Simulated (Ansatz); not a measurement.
# CH2BN− (SMILES [BH2-]C#N): levels of theory compared

Wanted: a comparison of 6 runs (U-r2SCAN0/STO-3G, U-wB97M-V/STO-3G, U-wB97X/STO-3G, RPA@PBE/STO-3G, UCCSDT/STO-3G, UCCSD(T)/STO-3G) of CH2BN−. 

The results are computed with Ansatz 0.2.0.

2 further runs of the same task are left out: 1 that didn't finish, 1 set aside as unsound or not needed.

## (1) Starting point

CH2BN− has 5 atoms, charge -1, and is taken as a doublet. As SMILES, `[BH2-]C#N`. The C2–B1 distance was set to 2.196 Å, away from the relaxed value.

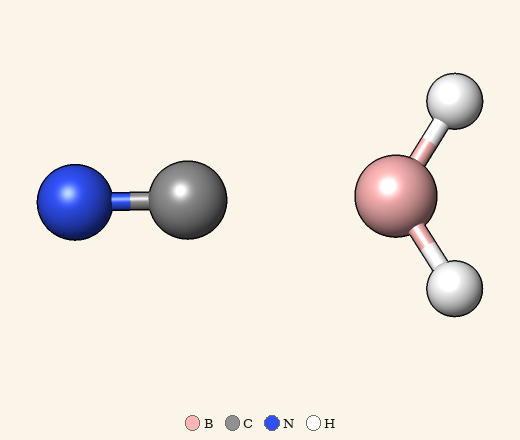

Viewed from a chosen angle; boron pink, carbon grey, nitrogen blue, hydrogen white.

## (2) A single-point energy at U-r2SCAN0/STO-3G (run 1)

Input file input.yaml:

```yaml
crystal:
  periodic: [false, false, false]
  atoms:
    - {symbol: B, position_ang: [-1.088944, 0.457414, -0.560239]}
    - {symbol: C, position_ang: [0.740110, -0.310900, 0.381160]}
    - {symbol: N, position_ang: [1.729380, -0.727540, 0.890010]}
    - {symbol: H, position_ang: [-1.499064, -0.015626, -1.594749]}
    - {symbol: H, position_ang: [-1.710524, 1.364964, -0.057579]}
basis:
  gaussian: {orbitals: STO-3G}
total_charge: -1
magnetization: {spin_polarized: true, initial_magnetization: 1}
hamiltonian: {xc: {name: r2SCAN0}}
accuracy: high
```

Command:

```
$ ansatz run input.yaml --threads 1 --pin off --max-ram 2610MiB --events-out events.jsonl --progress --plain --runs-dir runs
```

The program printed:

```text
Warning: RAYON_NUM_THREADS=1 ignored (pool sized by the plan → 1); use --threads N
Functional definition: r2SCAN0
  name "r2SCAN0"
  parameter a = 0.25
  parameter k0 = 0.174
  parameter k1 = 0.065
  parameter a1 = 4.9479
  exchange = (1 - a)*r2scan_x(k0 = k0, k1 = k1, a1 = a1) + a*exact_x
  correlation = r2scan_c
286 factors; integrals over basis functions are off by at most 2.4e-8 eV
mean field evaluation 1: about -3185.1643 eV, gradient 1.2e1 eV
mean field evaluation 2: about -3183.3760 eV, gradient 2.4e1 eV
mean field evaluation 4: about -3186.2747 eV, gradient 8.1e-1 eV
mean field evaluation 8: about -3186.1992 eV, gradient 3.2e-2 eV
mean field evaluation 16: about -3186.1992 eV, gradient 1.8e-5 eV
mean field -3186.19924386 eV, -117.0906625284 hartree, gradient 5.6e-8 eV, S^2 0.765059; 0 other end points of the search recorded, 0 dependent functions left out
reference -3186.19924438 eV, -117.0906625475 hartree; 11, 10 occupied and 6, 7 virtual orbitals, 286 factors
Total energy: -3186.19924438 eV, -117.0906625475 hartree
```

It took 3.9 s on 1 thread of Arm Neoverse V1, shared host; peak memory 0.21 GiB.

## (3) The energy at U-wB97M-V/STO-3G (run 2)

input.yaml: that of step 2 with these lines changed.

```diff
@@ -12,3 +12,3 @@
 magnetization: {spin_polarized: true, initial_magnetization: 1}
-hamiltonian: {xc: {name: r2SCAN0}}
+hamiltonian: {xc: {name: wB97M-V}}
 accuracy: high
```

Command:

```
$ ansatz run input.yaml --threads 1 --pin off --max-ram 2610MiB --events-out events.jsonl --progress --plain --runs-dir runs
```

The program printed (excerpt; [...] marks lines left out):

```text
Warning: RAYON_NUM_THREADS=1 ignored (pool sized by the plan → 1); use --threads N
Functional definition: wB97M-V
  name "wB97M-V"
[...]
  gx(w, u) = 1 - cx + cx01*u + cx10*w
  gss(w, u) = css00 + css04*u^4 + css10*w + css20*w^2 + css43*w^4*u^3
  gos(w, u) = cos00 + cos10*w + (cos20 + cos21*u)*w^2 + (cos60 + cos61*u)*w^6
[...]
      + integral(e_c_pw_mod_opposite_spin*gos(b97_w_opposite, b97_u_opposite)) + vv10(b, c)
286 factors; integrals over basis functions are off by at most 2.4e-8 eV
154 factors; integrals over basis functions are off by at most 6.6e-10 eV
[...]
mean field -3187.55550737 eV, -117.1405042933 hartree, gradient 1.7e-8 eV, S^2 0.757435; 0 other end points of the search recorded, 0 dependent functions left out
reference -3187.55550953 eV, -117.1405043726 hartree; 11, 10 occupied and 6, 7 virtual orbitals, 286 factors
Total energy: -3187.55550953 eV, -117.1405043726 hartree
```

It took 22 s on 1 thread of Arm Neoverse V1, shared host; peak memory 0.44 GiB.

## (4) A single-point energy at U-wB97X/STO-3G (run 3)

Input file input.yaml:

```yaml
crystal:
  periodic: [false, false, false]
  atoms:
    - {symbol: B, position_ang: [-1.088944, 0.457414, -0.560239]}
    - {symbol: C, position_ang: [0.740110, -0.310900, 0.381160]}
    - {symbol: "N", position_ang: [1.729380, -0.727540, 0.890010]}
    - {symbol: H, position_ang: [-1.499064, -0.015626, -1.594749]}
    - {symbol: H, position_ang: [-1.710524, 1.364964, -0.057579]}
basis:
  gaussian: {orbitals: STO-3G}
hamiltonian: {xc: {name: wB97X}}
magnetization: {spin_polarized: true, initial_magnetization: 1}
accuracy: high
total_charge: -1
```

Command:

```
$ ansatz run input.yaml --threads 1 --pin off --max-ram 2610MiB --events-out events.jsonl --progress --plain --runs-dir runs
```

The program printed (excerpt; [...] marks lines left out):

```text
Warning: RAYON_NUM_THREADS=1 ignored (pool sized by the plan → 1); use --threads N
Functional definition: wB97X
  name "wB97X"
[...]
      + exact_x_lr(omega)
[...]
      + integral(e_c_pw_opposite_spin*poly(b97_u_opposite, 1, cos1, cos2, cos3, cos4))
286 factors; integrals over basis functions are off by at most 2.4e-8 eV
154 factors; integrals over basis functions are off by at most 6.6e-10 eV
[...]
mean field -3187.43276244 eV, -117.1359935001 hartree, gradient 6.4e-8 eV, S^2 0.759873; 0 other end points of the search recorded, 0 dependent functions left out
reference -3187.43276107 eV, -117.1359934498 hartree; 11, 10 occupied and 6, 7 virtual orbitals, 286 factors
Total energy: -3187.43276107 eV, -117.1359934498 hartree
```

Wall time 8.1 s (1 thread of Arm Neoverse V1, shared host); peak memory 0.35 GiB.

Runs 4 to 5 aren't shown in full; the table further down has their settings and results.

## (5) The energy at UCCSD(T)/STO-3G (run 6)

Input file job.yaml:

```yaml
crystal:
  periodic: [false, false, false]
  atoms:
    - {symbol: B, position_ang: [-1.088944, 0.457414, -0.560239]}
    - {symbol: C, position_ang: [0.740110, -0.310900, 0.381160]}
    - {symbol: "N", position_ang: [1.729380, -0.727540, 0.890010]}
    - {symbol: H, position_ang: [-1.499064, -0.015626, -1.594749]}
    - {symbol: H, position_ang: [-1.710524, 1.364964, -0.057579]}
basis:
  gaussian:
    orbitals: STO-3G
total_charge: -1
magnetization:
  spin_polarized: true
  initial_magnetization: 1
correlation:
  method: ccsd_t
  frozen_orbitals: {B: 1, C: 1, H: 0, "N": 1}
accuracy: high
scf:
  omitted_lower_state_checks: [cluster_reference, increment]
```

Command:

```
$ ansatz run job.yaml --threads 1 --pin off --max-ram 2610MiB --events-out events.jsonl --progress --plain --runs-dir runs
```

The program printed:

```text
Warning: RAYON_NUM_THREADS=1 ignored (pool sized by the plan → 1); use --threads N
[... 13 lines left out ...]
3 core orbitals not correlated: weight in the atoms' cores, before any rotation towards them, 1.000 or more for the frozen orbitals, at most 0.000 for the correlated occupied ones
[... 30 lines left out ...]
Total energy: -3173.33163573 eV, -116.6177866517 hartree
Checks for a lower state left out: cluster_reference, increment
```

Wall time 0.28 s (1 thread of Arm Neoverse V1, shared host).

## (6) The series

```tsv
run	level	frozen core orbitals	energy (Eh)	⟨S²⟩	wall time
1	U-r2SCAN0/STO-3G	–	-117.090663	0.765	3.9 s
2	U-wB97M-V/STO-3G	–	-117.140504	0.757	22 s
3	U-wB97X/STO-3G	–	-117.135993	0.760	8.1 s
4	RPA@PBE/STO-3G	3	-116.697378	0.758	1.9 s
5	UCCSDT/STO-3G	3	-116.618442	0.967	1.3 s
6	UCCSD(T)/STO-3G	3	-116.617787	0.967	0.28 s
```

## (7) Summary of results

| quantity | value |
| --- | --- |
| run 6: total energy | -116.61779 Eh |
| run 6: correlation energy (3 core orbitals frozen) | -205.0 mEh |
| run 6: (T) correction | -2.99 mEh |
| run 6: ⟨S²⟩ of the reference determinant | 0.967 |
| run 6: T1 diagnostic | 0.043 |

What this shows: Totals of different functionals can't be ranked against each other. In runs 1, 2, 3, 4, 5, 6 the basis is minimal, so the values are rough. Spin contamination of the reference: run 5 ⟨S²⟩ = 0.97, run 6 ⟨S²⟩ = 0.97. All runs together took 37 s, the longest 22 s.
